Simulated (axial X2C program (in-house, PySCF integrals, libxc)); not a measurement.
# HfNa⁻: relativistic diatomic calculation

HfNa⁻, single determinant with M_S = 1 and |Λ| = 3. Computed at this level: HF, spin-free X2C-1e, Hf dyall-acv3z, Na dyall-av3z (cores contracted) (axial X2C program (in-house, PySCF integrals, libxc)).

## Results in brief

```
                    quantity                                                                 value
                     outcome                                                             converged
largest ⟨S²⟩ along the curve                                                                  2.81
                    hardware  1 thread of Arm Neoverse V1, 24 GiB of memory available, shared host
                   wall time                                                                  11 s
                 peak memory                                                              0.67 GiB
```

## Remarks

Hartree–Fock lacks correlation, so it usually binds too weakly. ⟨S²⟩ reaches 2.81 where a pure state of this multiplicity has 2.00, so the determinant is spin-contaminated. To bear in mind: 5 of the 10 points asked for were kept.

## Input
```
{"zs": [72, 11], "q": -1, "bas": ["dyall-acv3z", "dyall-av3z"], "levels": ["PBE0", "HF", "LDA"], "cc": true, "r0": 3.07, "thr": -1.0, "nmax": 90, "npts": 10, "nst": 2, "ntry": 6}
```

The line is the task of a batch: nuclear charges, charge, bases, the levels to run, a first guess of the distance and further settings. This report covers HF without spin-orbit coupling. The log is that of the reference distance 3.581 Å.

The run was one of a batch that the task file lists, launched with:
```bash
python <driver script> task.json out
```

## The program's output
```
spin-free X2C-1e  HF
basis functions 270  fitting functions 1340  grid points 5090
iter        total energy     max residual
   1     -15235.608487435     1.00e+00
   2     -15235.656418473     3.37e-02
   3     -15235.660197143     2.32e-01
   4     -15235.665828595     4.08e-02
   5     -15235.666981593     9.58e-03
   6     -15235.667560495     1.83e-02
   7     -15235.667744424     9.21e-03
   8     -15235.667982792     7.43e-03
   9     -15235.668096776     9.73e-03
  10     -15235.668216210     5.53e-03
  11     -15235.668317850     9.36e-04
  12     -15235.668409346     5.40e-03
  13     -15235.668460624     4.46e-03
  14     -15235.668484790     1.15e-03
  15     -15235.668497007     1.11e-03
  16     -15235.668505544     1.77e-03
  17     -15235.668510371     1.01e-03
  18     -15235.668512785     1.20e-04
  19     -15235.668513768     3.86e-04
  20     -15235.668514159     2.90e-04
  21     -15235.668514303     6.64e-05
  22     -15235.668514352     5.05e-05
  23     -15235.668514369     5.49e-05
  24     -15235.668514377     1.91e-05
  25     -15235.668514380     7.86e-06
  26     -15235.668514380     1.09e-05
  27     -15235.668514381     3.90e-06
  28     -15235.668514381     2.91e-07
converged
one-electron -21174.39276795  Coulomb 6143.83557993  exact exchange -322.14800635  xc functional 0.00000000  nuclear repulsion 117.03667999
correlated 6  virtual 374  natural virtual 90  E(MP2) -0.065475326  MP2 remainder -0.002433950
iter   CCSD correlation   residual
   1     -0.074016267   1.61e-01
   2     -0.081183876   9.12e-02
   3     -0.083463700   4.53e-02
   4     -0.084366627   2.71e-02
   5     -0.084921580   1.85e-02
   6     -0.085282828   1.00e-02
   7     -0.085378194   4.19e-03
   8     -0.085389741   2.13e-03
   9     -0.085400318   1.27e-03
  10     -0.085398825   8.60e-04
  11     -0.085402053   5.70e-04
  12     -0.085402749   3.68e-04
  13     -0.085404983   2.19e-04
  14     -0.085406382   1.30e-04
  15     -0.085407779   8.26e-05
  16     -0.085408731   4.70e-05
  17     -0.085409407   2.73e-05
  18     -0.085409946   1.53e-05
  19     -0.085410185   8.33e-06
  20     -0.085410317   5.32e-06
  21     -0.085410342   3.42e-06
  22     -0.085410334   2.39e-06
(T) -0.005918784008704922  T1 0.1182  D1 0.2131  max T2 0.110
```

## The points of the curve

| R (Å) | E (hartree) | dipole (D; origin at the first atom, positive when the second is positive) | highest filled (eV) | lowest empty (eV) |
| --- | --- | --- | --- | --- |
| 3.366 | −15235.665511 | −11.85 | −0.68 | 1.58 |
| 3.474 | −15235.667276 | −11.90 | −0.72 | 1.58 |
| 3.581 | −15235.668514 | −11.98 | −0.76 | 1.59 |
| 3.706 | −15235.669435 | −12.11 | −0.80 | 1.59 |
| 3.832 | −15235.669919 | −12.28 | −0.84 | 1.59 |

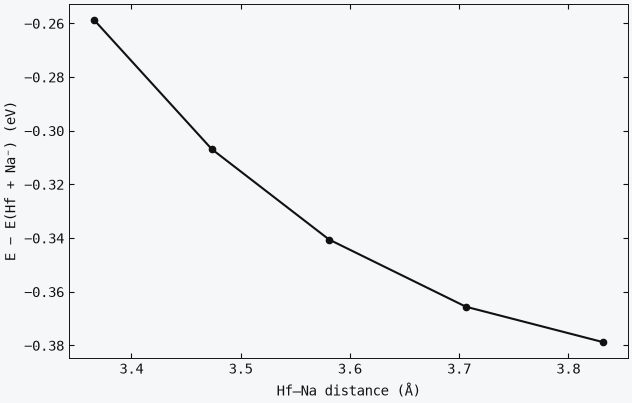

Fig. 1: Energy at 5 bond lengths, for one set of occupations held fixed; the line joins the points. The lowest point is at 3.83 Å, the end of the range, so no minimum is bracketed. The lowest point lies 0.38 eV below Hf + Na⁻.

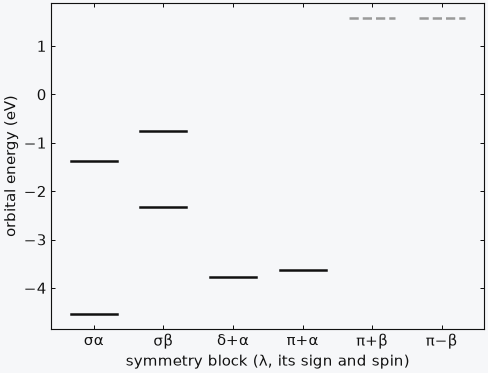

Fig. 2: Orbital energies near the frontier at 3.58 Å, filled (solid) and empty (dashed); a label such as π−α means λ = −1 and α spin. The highest filled orbital (σβ; 39 % Na s, 36 % Na p) lies at −0.76 eV, the lowest empty one (π−β; 99 % Na p) at 1.59 eV.
